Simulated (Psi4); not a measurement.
**C6H14 (SMILES CCCC(C)C): levels of theory compared**

Aim: a comparison of 3 runs (PBE/6-31G*, SVWN5/6-31G*, revPBE/6-31G*) of C6H14. 

Program for the calculation: Psi4 1.11.

1 further run of the same task is left out (set aside as unsound or not needed).

**1. Starting point**

C6H14: 20 atoms, total charge 0, spin state singlet. SMILES: `CCCC(C)C`. The C3–H13 distance was set to 1.426 Å, away from the relaxed value.

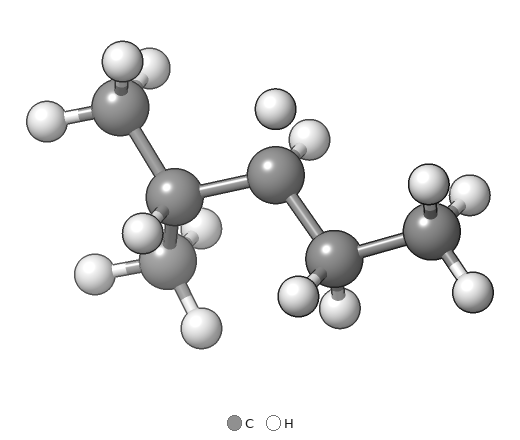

Viewed from a chosen angle; carbon grey, hydrogen white.

**2. The energy at PBE/6-31G(d) (spherical functions) (run 1)**

job.py

```python
import psi4

psi4.set_memory('2200 MB')
psi4.set_num_threads(1)
psi4.set_output_file('c6h14.out', False)

m = psi4.geometry("""
0 1
C
C 1 1.519133
C 2 1.520213 1 112.57937
C 3 1.526117 2 115.24905 1 -175.70965
C 4 1.521797 3 110.40585 2 173.47691
C 4 1.522361 5 110.44845 3 -124.81349
H 1 1.093779 2 111.05384 3 -59.69673
H 1 1.092469 7 107.66627 2 122.53042
H 1 1.093721 8 107.72121 7 -115.56943
H 2 1.096657 1 109.60791 8 58.47053
H 2 1.094516 10 106.11109 3 -118.46797
H 3 1.098717 2 109.33311 11 -60.69039
H 3 1.4264 12 105.8478 4 -116.50592
H 4 1.09877 5 107.96882 6 -117.8642
H 5 1.093074 4 111.40676 14 -60.37375
H 5 1.093171 15 107.9569 4 -122.62809
H 5 1.094904 15 107.60359 16 -115.93401
H 6 1.091731 4 112.19049 14 -57.53864
H 6 1.093061 18 107.56664 4 -122.30336
H 6 1.095226 18 107.79776 19 -115.76408
units angstrom
symmetry c1
no_reorient
no_com
""")

options = {'reference': 'rks', 'puream': True, 'e_convergence': 1e-09, 'd_convergence': 1e-08, 'scf_type': 'pk', 'dft_radial_points': 99, 'dft_spherical_points': 590}
psi4.set_options(options)

energy_value, wavefunction = psi4.energy("pbe/6-31G*", molecule=m, return_wfn=True)
psi4.oeprop(wavefunction, "QUADRUPOLE", "WIBERG_LOWDIN_INDICES", "MAYER_INDICES", title="PBE")
print(f'pbe/6-31G* energy: {energy_value:.10f} Eh')
```

The run is started by

```
python job.py
```

c6h14.out:

```text
[...]
  Running in c1 symmetry.
[...]
  Nuclear repulsion =  253.433646886544551
[...]
  Multiplicity = 1
[...]
  Nalpha       = 25
  Nbeta        = 25
[...]
    Number of basis functions: 112
[...]
   @RKS iter   1:  -235.87282615124585   -3.23501e-02   1.07535e-02 ADIIS/DIIS
[...]
   @RKS iter  13:  -236.68558609668872   -1.13687e-12   3.87735e-09 DIIS
[...]
    Orbital Energies [Eh]
    ---------------------
    Doubly Occupied:
       1A     -9.902419     2A     -9.887901     3A     -9.879689
       4A     -9.870870     5A     -9.868760     6A     -9.866520
       7A     -0.734732     8A     -0.686751     9A     -0.610188
      10A     -0.597942    11A     -0.524759    12A     -0.489382
      13A     -0.410527    14A     -0.393428    15A     -0.388041
      16A     -0.363500    17A     -0.344310    18A     -0.331460
      19A     -0.327500    20A     -0.308136    21A     -0.297162
      22A     -0.284707    23A     -0.271054    24A     -0.264999
      25A     -0.254900
[...]
  @RKS Final Energy:  -236.68558609668872
   => Energetics <=
    Nuclear Repulsion Energy =            253.4336468865445511
    One-Electron Energy =                -819.1614264451766303
    Two-Electron Energy =                 366.4655427683014750
    DFT Exchange-Correlation Energy =     -37.4233493063581548
    Empirical Dispersion Energy =           0.0000000000000000
    VV10 Nonlocal Energy =                  0.0000000000000000
    Total Energy =                       -236.6855860966887235
[...]
 Multipole Moments:
 ------------------------------------------------------------------------------------
     Multipole            Electronic (a.u.)      Nuclear  (a.u.)        Total (a.u.)
 ------------------------------------------------------------------------------------
 L = 1.  Multiply by 2.5417464519 to convert [e a0] to [Debye]
 Dipole X            :         -0.2425971            0.3385078            0.0959106
 Dipole Y            :          0.3797231           -0.2548901            0.1248330
 Dipole Z            :          0.5608607           -0.4697451            0.0911156
 Magnitude           :                                                    0.1818906
 L = 2.  Multiply by 1.3450342976 to convert [e a0^2] to [Debye ang]
 Quadrupole XX       :       -105.8996970           75.2285202          -30.6711768
 Quadrupole XY       :        -29.4860974           29.2479249           -0.2381725
[...]
```

Standard output:

```text
pbe/6-31G* energy: -236.6855860967 Eh
```

Run time: 2.4 min. Hardware: 1 thread of Intel Xeon Platinum 8259CL at 2.50GHz (Skylake/Cascade Lake), shared host; peak memory 0.95 GiB.

**3. The energy at SVWN5/6-31G(d) (spherical functions) (run 2)**

run.py

```python
import psi4

psi4.set_memory('2200 MB')
psi4.set_num_threads(1)
psi4.set_output_file('c6h14.out', False)

molecule = psi4.geometry("""
0 1
C      4.95726374    -1.63920135    -0.32364583
C      2.35677383    -1.62661578     0.89227954
C      0.47352946    -0.00426700    -0.54795633
C     -2.12465499     0.24661304     0.67826806
C     -3.73506069     2.14325556    -0.76376305
C     -3.48565464    -2.27993189     0.87948610
H      4.87012847    -2.36886240    -2.25555065
H      6.28604356    -2.81563145     0.73104811
H      5.74459923     0.26945983    -0.41805655
H      2.50264179    -0.93102649     2.83898091
H      1.65857671    -3.56883849     1.02756504
H      0.23840974    -0.76301094    -2.46627401
H      1.51915083     2.46117930    -0.85455305
H     -1.84181968     0.97744572     2.60108329
H     -5.57727910     2.40428343     0.13336553
H     -2.81206176     3.98823297    -0.87164751
H     -4.06827610     1.49405905    -2.69988195
H     -2.44500136    -3.63571590     2.03497803
H     -5.35593548    -2.04656961     1.72460941
H     -3.74634236    -3.11571996    -0.99589701
units bohr
symmetry c1
no_reorient
no_com
""")

psi4.set_options({
    'basis': '6-31G*',
    'puream': True,
    'e_convergence': 1e-09,
    'd_convergence': 1e-08,
    'scf_type': 'pk',
    'dft_radial_points': 99,
    'dft_spherical_points': 590,
})

result, w = psi4.energy('scf', dft_functional={"name": "SVWN5", "x_functionals": {"LDA_X": {}}, "c_functionals": {"LDA_C_VWN": {}}}, return_wfn=True)
psi4.oeprop(w, 'MULLIKEN_CHARGES', 'WIBERG_LOWDIN_INDICES', 'MAYER_INDICES', title='SCF')
print(f'total energy {result:.8f} hartree = {result * 27.211386:.5f} eV')
```

The run is started by

```
python run.py
```

c6h14.out:

```text
[...]
  Running in c1 symmetry.
[...]
  Nuclear repulsion =  253.433621087080354
[...]
  Multiplicity = 1
[...]
  Nalpha       = 25
  Nbeta        = 25
[...]
    Number of basis functions: 112
[...]
   @RKS iter   1:  -233.82145859094945    1.84043e-01   1.15725e-02 ADIIS/DIIS
[...]
   @RKS iter  13:  -234.75446041327311   -7.95808e-13   6.30622e-09 DIIS
[...]
  @RKS Final Energy:  -234.75446041327311
   => Energetics <=
    Nuclear Repulsion Energy =            253.4336210870803541
    One-Electron Energy =                -819.1890090124887820
    Two-Electron Energy =                 366.4177151339171701
    DFT Exchange-Correlation Energy =     -35.4167876217818858
    Empirical Dispersion Energy =           0.0000000000000000
    VV10 Nonlocal Energy =                  0.0000000000000000
    Total Energy =                       -234.7544604132731081
[...]
 Multipole Moments:
 ------------------------------------------------------------------------------------
     Multipole            Electronic (a.u.)      Nuclear  (a.u.)        Total (a.u.)
 ------------------------------------------------------------------------------------
 L = 1.  Multiply by 2.5417464519 to convert [e a0] to [Debye]
 Dipole X            :         12.3162362          -12.3739852           -0.0577491
 Dipole Y            :         26.4758055          -26.6115995           -0.1357939
 Dipole Z            :         -5.3466082            5.4177805            0.0711723
 Magnitude           :                                                    0.1638305
[...]
  Mulliken Charges: (a.u.)
   Center  Symbol    Alpha    Beta     Spin     Total
       1     C     3.26427  3.26427  0.00000 -0.52854
       2     C     3.15264  3.15264  0.00000 -0.30527
       3     C     3.11184  3.11184  0.00000 -0.22368
       4     C     3.04110  3.04110  0.00000 -0.08220
       5     C     3.26228  3.26228  0.00000 -0.52455
       6     C     3.26740  3.26740  0.00000 -0.53481
       7     H     0.41467  0.41467  0.00000  0.17066
       8     H     0.41503  0.41503  0.00000  0.16993
       9     H     0.41345  0.41345  0.00000  0.17310
      10     H     0.41904  0.41904  0.00000  0.16192
      11     H     0.41807  0.41807  0.00000  0.16386
[...]
```

On the terminal:

```text
total energy -234.75446041 hartree = -6387.99424 eV
```

It took 71 s on 1 thread of Intel Xeon Platinum 8259CL at 2.50GHz (Skylake/Cascade Lake), shared host; peak memory 0.95 GiB.

**4. A single-point energy at revPBE/6-31G(d) (spherical functions) (run 3)**

c6h14.dat

```
memory 2200 MB

molecule geom {
  0 1
  C
  C 1 R2
  C 2 R3 1 A3
  C 3 R4 2 A4 1 D4
  C 4 R5 3 A5 2 D5
  C 4 R6 5 A6 3 D6
  H 1 R7 2 A7 3 D7
  H 1 R8 7 A8 2 D8
  H 1 R9 8 A9 7 D9
  H 2 R10 1 A10 8 D10
  H 2 R11 10 A11 3 D11
  H 3 R12 2 A12 11 D12
  H 3 R13 12 A13 4 D13
  H 4 R14 5 A14 6 D14
  H 5 R15 4 A15 14 D15
  H 5 R16 15 A16 4 D16
  H 5 R17 15 A17 16 D17
  H 6 R18 4 A18 14 D18
  H 6 R19 18 A19 4 D19
  H 6 R20 18 A20 19 D20

  R2 = 1.519133
  R3 = 1.520213
  A3 = 112.57937
  R4 = 1.526117
  A4 = 115.24905
  D4 = -175.70965
  R5 = 1.521797
  A5 = 110.40585
  D5 = 173.47691
  R6 = 1.522361
  A6 = 110.44845
  D6 = -124.81349
  R7 = 1.093779
  A7 = 111.05384
  D7 = -59.69673
  R8 = 1.092469
  A8 = 107.66627
  D8 = 122.53042
  R9 = 1.093721
  A9 = 107.72121
  D9 = -115.56943
  R10 = 1.096657
  A10 = 109.60791
  D10 = 58.47053
  R11 = 1.094516
  A11 = 106.11109
  D11 = -118.46797
  R12 = 1.098717
  A12 = 109.33311
  D12 = -60.69039
  R13 = 1.4264
  A13 = 105.8478
  D13 = -116.50592
  R14 = 1.09877
  A14 = 107.96882
  D14 = -117.8642
  R15 = 1.093074
  A15 = 111.40676
  D15 = -60.37375
  R16 = 1.093171
  A16 = 107.9569
  D16 = -122.62809
  R17 = 1.094904
  A17 = 107.60359
  D17 = -115.93401
  R18 = 1.091731
  A18 = 112.19049
  D18 = -57.53864
  R19 = 1.093061
  A19 = 107.56664
  D19 = -122.30336
  R20 = 1.095226
  A20 = 107.79776
  D20 = -115.76408
  symmetry c1
}

set globals {
  puream               true
  e_convergence        1e-09
  d_convergence        1e-08
  scf_type             pk
  dft_radial_points    99
  dft_spherical_points 590
}

E, wfn = energy('revpbe/6-31G*', return_wfn=True)
oeprop(wfn, 'DIPOLE', 'MAYER_INDICES', 'MULLIKEN_CHARGES')
```

The run is started by

```
psi4 -n 1 c6h14.dat c6h14.out
```

c6h14.out:

```text
[...]
  Running in c1 symmetry.
[...]
  Nuclear repulsion =  253.433646886544551
[...]
  Multiplicity = 1
[...]
  Nalpha       = 25
  Nbeta        = 25
[...]
    Number of basis functions: 112
[...]
   @RKS iter   1:  -236.19528057612982   -1.06639e-01   1.03959e-02 ADIIS/DIIS
[...]
   @RKS iter  12:  -236.95683168024254   -8.21387e-12   9.42354e-09 DIIS
[...]
  @RKS Final Energy:  -236.95683168024254
   => Energetics <=
    Nuclear Repulsion Energy =            253.4336468865445511
    One-Electron Energy =                -819.1197924489761135
    Two-Electron Energy =                 366.4424397677747152
    DFT Exchange-Correlation Energy =     -37.7131258855857183
    Empirical Dispersion Energy =           0.0000000000000000
    VV10 Nonlocal Energy =                  0.0000000000000000
    Total Energy =                       -236.9568316802425443
[...]
 Multipole Moments:
 ------------------------------------------------------------------------------------
     Multipole            Electronic (a.u.)      Nuclear  (a.u.)        Total (a.u.)
 ------------------------------------------------------------------------------------
 L = 1.  Multiply by 2.5417464519 to convert [e a0] to [Debye]
 Dipole X            :         -0.2384503            0.3385078            0.1000575
 Dipole Y            :          0.3826920           -0.2548901            0.1278019
 Dipole Z            :          0.5639585           -0.4697451            0.0942135
 Magnitude           :                                                    0.1876726
[...]
  Mulliken Charges: (a.u.)
   Center  Symbol    Alpha    Beta     Spin     Total
       1     C     3.23831  3.23831  0.00000 -0.47662
       2     C     3.14118  3.14118  0.00000 -0.28237
       3     C     3.10477  3.10477  0.00000 -0.20954
       4     C     3.04713  3.04713  0.00000 -0.09426
       5     C     3.23558  3.23558  0.00000 -0.47115
       6     C     3.24148  3.24148  0.00000 -0.48296
       7     H     0.42287  0.42287  0.00000  0.15426
       8     H     0.42374  0.42374  0.00000  0.15252
       9     H     0.42040  0.42040  0.00000  0.15921
      10     H     0.42538  0.42538  0.00000  0.14924
      11     H     0.42250  0.42250  0.00000  0.15500
[...]
```

Run time: 2.1 min. Hardware: 1 thread of Intel Xeon Platinum 8259CL at 2.50GHz (Skylake/Cascade Lake), shared host; peak memory 0.96 GiB.

**5. All runs side by side**

| run | level | energy (Eh) | dipole moment (D) | HOMO energy (eV) | LUMO energy (eV) | wall time |
| --- | --- | --- | --- | --- | --- | --- |
| 1 | PBE/6-31G* (spherical functions) | -236.685586 | 0.46 | -6.94 | 0.83 | 2.4 min |
| 2 | SVWN5/6-31G* (spherical functions) | -234.754460 | 0.42 | -6.95 | 0.66 | 71 s |
| 3 | revPBE/6-31G* (spherical functions) | -236.956832 | 0.48 | -6.91 | 0.91 | 2.1 min |

**6. Summary of results**

| quantity | value |
| --- | --- |
| run 3: total energy | -236.95683 Eh |
| run 3: dipole moment | 0.48 D |
| run 3: HOMO energy | -6.91 eV |
| run 3: LUMO energy | 0.91 eV |
| run 3: HOMO–LUMO gap | 7.83 eV |

The dipole moment (its size) runs from 0.42 D (SVWN5/6-31G*) to 0.48 D (revPBE/6-31G*). The HOMO–LUMO gap runs from 7.62 eV (SVWN5/6-31G*) to 7.83 eV (revPBE/6-31G*). Totals of different functionals can't be ranked against each other. All runs together took 5.6 min, the longest 2.4 min.
